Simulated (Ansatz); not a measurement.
**PBE/cc-pVTZ run of CH3Al (SMILES C[Al])**

What is the vertical singlet–triplet gap of CH3Al at PBE/cc-pVTZ? 

Program for the calculation: Ansatz 0.2.0.

68 further runs of the same task are left out: 68 set aside as unsound or not needed.

### 1 The system as given

The species is CH3Al (5 atoms), meant as a singlet with charge 0. As SMILES, `C[Al]`. The coordinates come from a PBE0-D4/def2-TZVP relaxation.

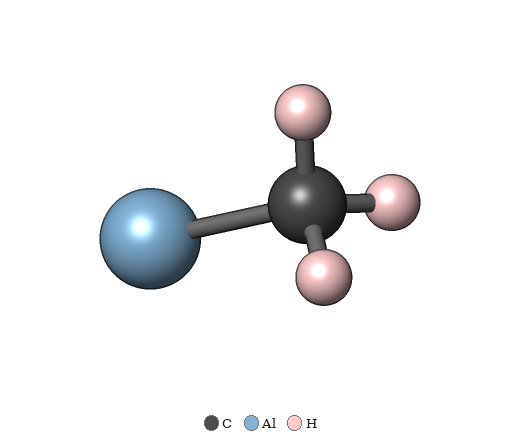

The structure, seen from a chosen angle (carbon dark grey, aluminium light blue, hydrogen pink).

### 2 A single-point energy at PBE/cc-pVTZ

Contents of input.yaml:

```yaml
crystal:
  periodic: [false, false, false]
  atoms:
    - {symbol: C, position_ang: [-0.131220, -0.057510, 0.054000]}
    - {symbol: Al, position_ang: [1.572690, 0.689240, -0.647230]}
    - {symbol: H, position_ang: [-0.230740, -1.127460, -0.171770]}
    - {symbol: H, position_ang: [-0.205100, 0.049890, 1.144270]}
    - {symbol: H, position_ang: [-1.005630, 0.445840, -0.379270]}
basis:
  gaussian:
    orbitals: cc-pVTZ
accuracy: high
output:
  orbitals: {seedname: orbitals}
hamiltonian:
  xc: pbe
```

The run is started by

```
$ ansatz run input.yaml --threads 1 --pin off --max-ram 3480MiB --events-out events.jsonl --progress --plain --runs-dir runs
```

What it wrote:

```text
Warning: RAYON_NUM_THREADS=1 ignored (pool sized by the plan → 1); use --threads N
Functional definition: PBE
  name "PBE"
  parameter kappa = 0.804
  parameter beta = 0.06672455060314922
  exchange = pbe_x(kappa = kappa, mu = beta*pi^2/3)
  correlation = pbe_c(beta = beta)
1819 factors; integrals over basis functions are off by at most 3.2e-9 eV
mean field evaluation 1: about -7666.8326 eV, gradient 6.6e1 eV
mean field evaluation 2: about -7623.6482 eV, gradient 1.0e2 eV
mean field evaluation 4: about -7677.0286 eV, gradient 5.0e0 eV
mean field evaluation 8: about -7677.1593 eV, gradient 1.3e-1 eV
mean field evaluation 16: about -7677.1594 eV, gradient 2.1e-6 eV
mean field -7677.15939223 eV, -282.1304038991 hartree, gradient 2.4e-8 eV, S^2 0.000000; 0 other end points of the search recorded, 0 dependent functions left out
reference -7677.15939508 eV, -282.1304040036 hartree; 11, 11 occupied and 95, 95 virtual orbitals, 1819 factors
Total energy: -7677.15939508 eV, -282.1304040036 hartree
```

Run time: 2.5 s. Hardware: 1 thread of Intel Xeon 6975P-C (Granite Rapids), shared host; peak memory 0.25 GiB.

### 3 The triplet at the same level

Contents of molecule.yaml:

```yaml
basis:
  gaussian:
    orbitals: cc-pVTZ
crystal:
  periodic: [false, false, false]
  atoms:
    - symbol: C
      position_ang: [-0.131220, -0.057510, 0.054000]
    - symbol: Al
      position_ang: [1.572690, 0.689240, -0.647230]
    - symbol: H
      position_ang: [-0.230740, -1.127460, -0.171770]
    - symbol: H
      position_ang: [-0.205100, 0.049890, 1.144270]
    - symbol: H
      position_ang: [-1.005630, 0.445840, -0.379270]
magnetization:
  spin_polarized: true
  initial_magnetization: 2
hamiltonian:
  xc: pbe
accuracy: high
output:
  orbitals: {seedname: orbitals}
```

The run is started by

```
$ ansatz run molecule.yaml --threads 1 --pin off --max-ram 3480MiB --events-out events.jsonl --progress --plain --runs-dir runs
```

What it wrote:

```text
Warning: RAYON_NUM_THREADS=1 ignored (pool sized by the plan → 1); use --threads N
[... 6 set-up lines as earlier in the session ...]
1819 factors; integrals over basis functions are off by at most 3.2e-9 eV
mean field evaluation 1: about -7664.5151 eV, gradient 4.6e1 eV
mean field evaluation 2: about -7623.8243 eV, gradient 7.4e1 eV
mean field evaluation 4: about -7675.0470 eV, gradient 4.5e0 eV
mean field evaluation 8: about -7675.2681 eV, gradient 5.0e-2 eV
mean field evaluation 16: about -7675.2681 eV, gradient 1.7e-5 eV
mean field evaluation 32: about -7675.2681 eV, gradient 1.4e-7 eV
mean field evaluation 64: about -7675.2681 eV, gradient 3.3e-6 eV
mean field -7675.26812129 eV, -282.0609009738 hartree, gradient 4.0e-8 eV, S^2 2.001752; 5 other end points of the search recorded, 0 dependent functions left out
reference -7675.26812457 eV, -282.0609010942 hartree; 12, 10 occupied and 94, 96 virtual orbitals, 1819 factors
Total energy: -7675.26812457 eV, -282.0609010942 hartree
```

Wall time 32 s (1 thread of Intel Xeon 6975P-C (Granite Rapids), shared host); peak memory 0.32 GiB.

### 4 Outcome

Level: PBE/cc-pVTZ.

| quantity | value |
| --- | --- |
| singlet: total energy | -282.13040 Eh |
| singlet: HOMO energy | -4.64 eV |
| singlet: LUMO energy | -2.09 eV |
| singlet: HOMO–LUMO gap | 2.56 eV |
| triplet: total energy | -282.06090 Eh |
| triplet: HOMO energy (highest over α and β) | -2.91 eV |
| triplet: ⟨S²⟩ | 2.002 |
| vertical energy of the triplet above the singlet | 1.891 eV |

**Reading.** At this shape the triplet lies 1.89 eV (44 kcal/mol) above the singlet.
